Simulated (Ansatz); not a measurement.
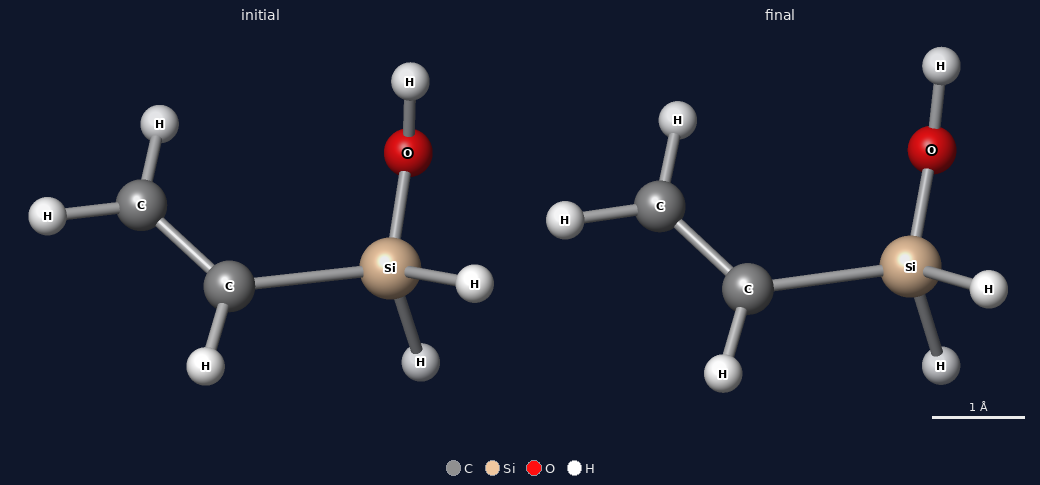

The structure of C2H6OSi before (left) and after (right) a constrained relaxation, at one scale.

The picture is a ball-and-stick view, seen at a tilt.

These are results of Ansatz 0.2.0, RKS PBE0-D4/def2-TZVP, not measurements. Settings: held fixed: the distance between atoms 3 (Si) and 4 (O), counting from 1; force threshold 0.005 eV/Å; at most 200 steps.

### Summarise the run.

The largest move after the best rigid fit is that of an H atom, 0.34 Å. Largest moves by element: H 0.34 Å, O 0.08 Å, C 0.05 Å, Si 0.03 Å. Near-neighbour distances that change, for instance: H–O 0.958 → 0.948 Å, H–Si 1.491 → 1.501 Å, C–Si 1.857 → 1.866 Å. Among the angles between lasting bonds that change: Si–O–H 117.3° → 140.8°, O–Si–H 105.7° → 109.3°, C–Si–H 111.0° → 108.0°. The energy falls by 0.120 eV in 10 accepted moves (13 points after the start). Largest force component: 0.7 eV/Å at the start, 0.0037 eV/Å at the end. The line search rejected the trial steps at points 4, 7, 11 of the run.
